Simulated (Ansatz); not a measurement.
**Two runs on C₃H₉ClSi**

System: C₃H₉ClSi, SMILES CC(C)[SiH2]Cl.
Method of run A: RKS SPW92/def2-TZVPP (Ansatz 0.2.0).

The geometry comes from this level: PBE0-D4/def2-TZVP. Text and figures count atoms from 1; the logs count them from 0 in places.

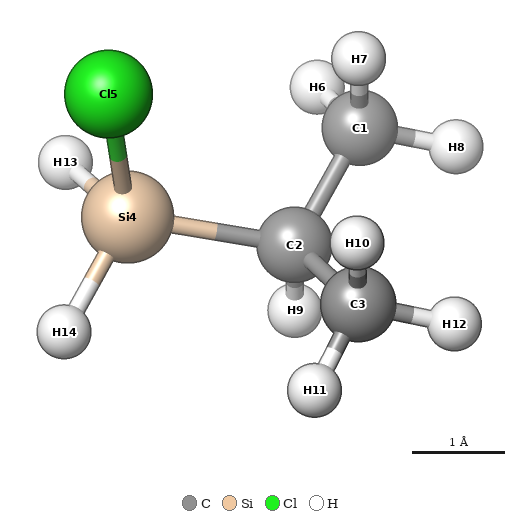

The structure as given in the input (ball-and-stick view, seen at a tilt; atoms are numbered from 1 in the order of the input).

### Input, run A
```yaml
crystal:
  periodic: [false, false, false]
  atoms:
    - {symbol: C, position_ang: [0.083721, 0.997681, -1.145274]}
    - {symbol: C, position_ang: [-0.452123, 0.169162, 0.019042]}
    - {symbol: C, position_ang: [-0.748499, -1.268388, -0.399098]}
    - {symbol: Si, position_ang: [0.689631, 0.237738, 1.500771]}
    - {symbol: Cl, position_ang: [2.516681, -0.590452, 1.010822]}
    - {symbol: H, position_ang: [0.252507, 2.040428, -0.865018]}
    - {symbol: H, position_ang: [1.032276, 0.593436, -1.508959]}
    - {symbol: H, position_ang: [-0.620870, 0.986836, -1.982337]}
    - {symbol: H, position_ang: [-1.384977, 0.629591, 0.377079]}
    - {symbol: H, position_ang: [0.162166, -1.775414, -0.729351]}
    - {symbol: H, position_ang: [-1.177528, -1.854327, 0.417575]}
    - {symbol: H, position_ang: [-1.456955, -1.288917, -1.232713]}
    - {symbol: H, position_ang: [0.944158, 1.637452, 1.925591]}
    - {symbol: H, position_ang: [0.147112, -0.543927, 2.640571]}
basis:
  gaussian: {orbitals: def2-TZVPP}
hamiltonian: {xc: lda}
output: {orbitals: {seedname: orbitals}}
```

Hardware: 4 CPU threads, shared host.

### Output (run A)
```
Functional definition: SPW92
  exchange = slater_x
  correlation = pw_c
1653 factors; their error is unknown
mean field evaluation 1: about -23540.7122 eV, gradient 8.6e1 eV
mean field evaluation 2: about -23490.6365 eV, gradient 1.6e2 eV
mean field evaluation 4: about -23557.9088 eV, gradient 1.4e1 eV
mean field evaluation 8: about -23558.3164 eV, gradient 2.7e-1 eV
mean field evaluation 16: about -23558.2673 eV, gradient 4.5e-4 eV
mean field -23558.26733269 eV, -865.7503561091 hartree, gradient 1.9e-5 eV, S^2 0.000000; 0 other end points of the search recorded, 0 dependent functions left out
reference -23558.26737742 eV, -865.7503577530 hartree; 29, 29 occupied and 274, 274 virtual orbitals, 1653 factors
Total energy: -23558.26737742 eV, -865.7503577530 hartree
```

Run B used a changed input.

### The two runs side by side

```csv
quantity,run A,run B
outcome,converged,converged
total energy (hartree),−865.750358,−869.410227
HOMO (eV),−7.01,−10.55
LUMO (eV),−0.78,2.42
basis functions,303,303
wall time (shared host),2.5 s,12 s
```

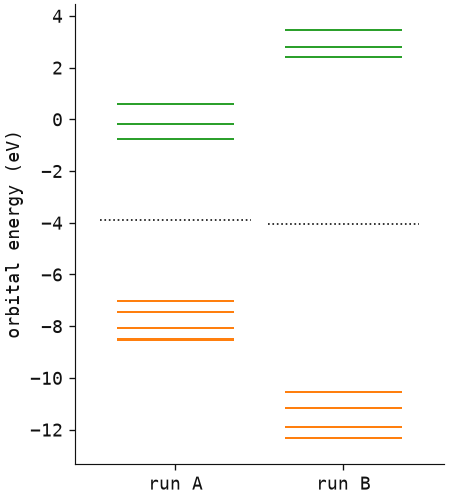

The five highest filled and three lowest empty orbital energies of the two runs; the dotted lines part filled from empty levels. The HOMO–LUMO gap is 6.23 eV in run A and 12.97 eV in run B.

Which change of the input explains these differences?

The change (lines with − go, lines with + come):
```diff
-hamiltonian: {xc: lda}
+hamiltonian: {xc: {name: wB97X-V}}
```

The total energies belong to different methods, so their difference says nothing on which is more stable or more accurate. The HOMO goes from −7.01 to −10.55 eV. The LUMO goes from −0.78 to 2.42 eV.

### Output (run B)
```
Functional definition: wB97X-V
  parameter omega = 0.3/bohr
  parameter cx = 0.167
  parameter cx1 = 0.603
  parameter cx2 = 1.194
  parameter css0 = 0.556
  parameter css1 = -0.257
  parameter cos0 = 1.219
  parameter cos1 = -1.850
  parameter b = 6.0
  parameter c = 0.01
  exchange = spin_sum(e_x_unif_sr(omega)*poly(b97_u_x, 1 - cx, cx1, cx2)) + cx*exact_x_sr(omega) + exact_x_lr(omega)
  correlation = spin_sum(e_c_pw_same_spin*poly(b97_u_same, css0, css1))
      + integral(e_c_pw_opposite_spin*poly(b97_u_opposite, cos0, cos1)) + vv10(b, c)
1672 factors; their error is unknown
399 factors; integrals over basis functions are off by at most 1.1e-5 eV
mean field evaluation 1: about -23653.1878 eV, gradient 4.5e1 eV
mean field evaluation 2: about -23655.1593 eV, gradient 3.4e1 eV
mean field evaluation 4: about -23657.8368 eV, gradient 1.4e0 eV
mean field evaluation 8: about -23657.8571 eV, gradient 5.6e-1 eV
mean field evaluation 16: about -23657.8575 eV, gradient 5.2e-5 eV
mean field -23657.85749652 eV, -869.4102271253 hartree, gradient 5.2e-5 eV, S^2 0.000000; 0 other end points of the search recorded, 0 dependent functions left out
reference -23657.85749428 eV, -869.4102270429 hartree; 29, 29 occupied and 274, 274 virtual orbitals, 1672 factors
Total energy: -23657.85749428 eV, -869.4102270429 hartree
```
